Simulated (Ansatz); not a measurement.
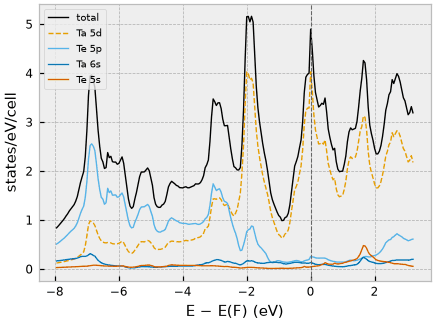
*Total and projected density of states of TaTe in space group Pmma (No. 51; Ta on 2e, Te on 2f), the program Ansatz at the r²SCAN level (PAW)*

### Question
Which orbitals carry the states next to the Fermi level?

### Answer
Within 0.5 eV of the Fermi level: Ta 5d 79 %, Te 5p 6 %, outside the projected shells 10 %. Projections are on Löwdin-orthogonalised atomic valence shells; empty p or d shells of many metals are not among them.

### Question
Where is the tallest occupied peak in this window, and what makes it?

### Answer
Near -1.8 eV, about 5.2 states/eV per cell; the largest projected share is Ta 5d.

The start of the workflow was typed in or built on a structure type; neither database checked (COD, Materials Project) lists it. Whether it is the stable phase at ambient conditions was not checked. The r²SCAN relaxation kept the symmetry of its start; its stability against distortions is not shown here. No spin polarisation was allowed. Its formation energy is positive at this level, so the cell may be metastable or incomplete. Spin–orbit coupling is left out wherever it is not named.

Potentials: the earlier of the program's two PAW sets.
